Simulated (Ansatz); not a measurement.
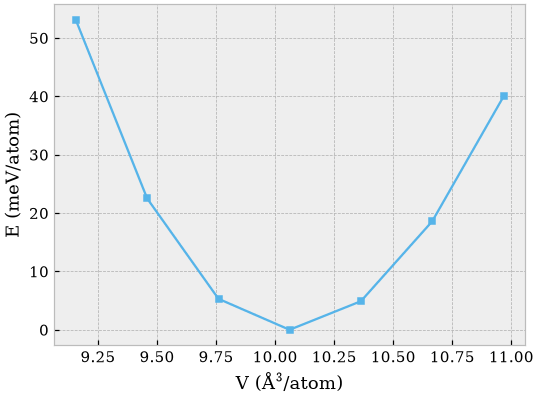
Figure: LaB6 in space group Pm-3m (No. 221; La on 1a, B on 6f) under volume change, the program Ansatz at the PBEsol level (PAW), shape and atoms relaxed at each volume.

Q: What does a third-order Birch–Murnaghan fit give for V₀, B₀ and B′?

A: V₀ = 10.06 Å³/atom, B₀ = 180 GPa, B′ = 3.7.

The cell was relaxed with PBEsol under the symmetry of its start. Spin–orbit coupling is left out wherever it is not named.

Potentials: the earlier of the program's two PAW sets. The files were generated under PBE; for other functionals the program regenerates the frozen cores, and for LDA and PBEsol the local potential too.
